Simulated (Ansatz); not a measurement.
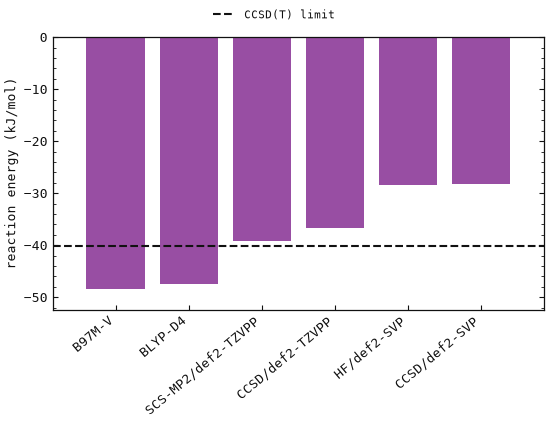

Electronic reaction energy of GeNH₂F₃ ([NH2][Ge]([F])([F])[F]) + HBr (Br) → GeBrF₃ ([F][Ge]([F])([F])[Br]) + NH₃ (N) (SMILES in brackets) at several levels (functionals in def2-TZVPP unless a basis is named), isolated molecules at PBE0-D4 triple-zeta geometries, minima by their frequencies, no zero-point or thermal terms, the Ansatz code 0.2.0. The line is frozen-core CCSD(T) at the basis limit (MP2 extrapolated from triple and quadruple zeta, plus CCSD(T) less MP2 in a smaller set). The distance of SCS-MP2/def2-TZVPP, CCSD/def2-TZVPP, HF/def2-SVP and CCSD/def2-SVP to the limit includes basis error.

What range do the values span, the line included?

From −48.5 kJ/mol (B97M-V) to −28.3 kJ/mol (CCSD/def2-SVP).

What do zero-point energy and temperature add?

Zero-point change 9.5 kJ/mol; at 298.15 K and 1 bar the CCSD(T) limit plus thermal terms gives an enthalpy of reaction of −30.7 and a free energy of −27.1 kJ/mol (harmonic PBE0-D4 modes, ideal gas).

Known limits of this run: no scalar relativity up to krypton; outer-core shells are correlated without core-valence functions, which makes the correlated values less sure.
